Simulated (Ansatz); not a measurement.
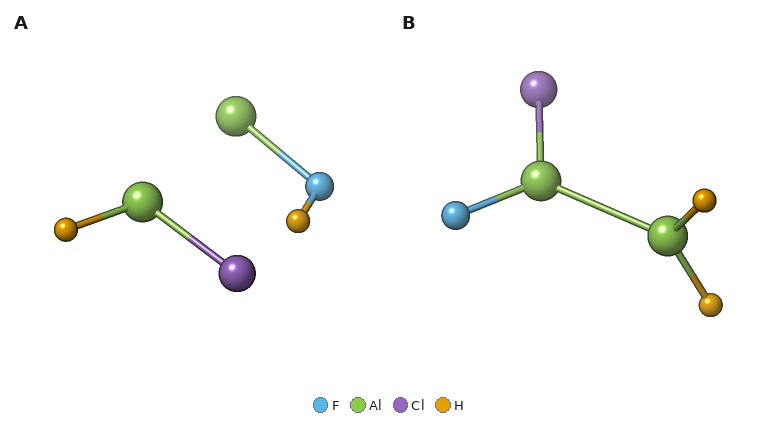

2 stationary structures of one formula. Geometries: PBE0-D4/def2-TZVP. Electronic energies: RHF-CCSD(T) (frozen core)/def2-TZVPP (Ansatz 0.2.0), without zero-point energy. No frequency run is at hand to confirm each as a minimum.

Which is lowest in energy, and by how much?

Answer. B is lowest (Cs); A lies 254.9 kJ/mol above it (Cs).
